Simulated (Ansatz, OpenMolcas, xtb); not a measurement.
# SiF3 (trifluorosilyl): the electronic atomisation energy, rung by rung

SiF3 has 4 atoms, charge 0, and is taken as a doublet. As SMILES, `F[Si](F)F`. The shape is that of a GFN2-xTB optimisation.

Each level gives the electronic atomisation energy (eV). The values are calculated. Electronic energies at fixed atoms, without zero-point motion or spin-orbit coupling.

| level | kind | program | value (eV) |
| --- | --- | --- | --- |
| GFN0-xTB | semi-empirical | xtb | 10.91 |
| GFN1-xTB | semi-empirical | xtb | 22.04 |
| GFN2-xTB | semi-empirical | xtb | 16.37 |
| UHF/STO-3G | Hartree–Fock | OpenMolcas | 8.24 |
| UHF/3-21G | Hartree–Fock | OpenMolcas | 9.84 |
| USVWN5/STO-3G | LDA | Ansatz | 18.44 |
| U-revPBE/STO-3G | GGA | Ansatz | 15.22 |
| UBLYP/STO-3G | GGA | Ansatz | 15.73 |
| UPBE/STO-3G | GGA | Ansatz | 15.99 |
| U-r2SCAN/STO-3G | meta-GGA | Ansatz | 15.00 |

The values span 8.24 to 22.04 eV. The xTB rows lack spin polarisation, so open shells miss the exchange term that lowers them. All rows use very small basis sets, so even the best lies far from the true value.

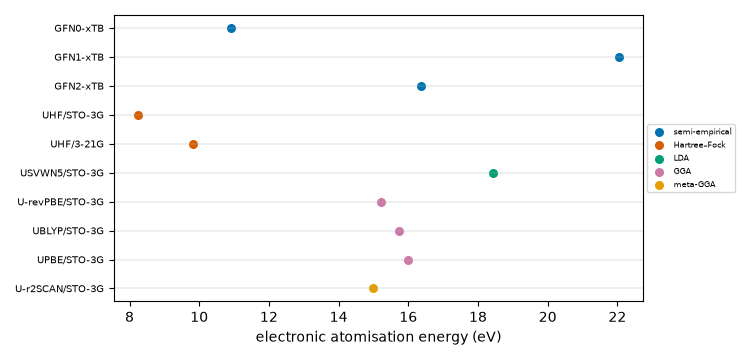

The values of the table, level by level.
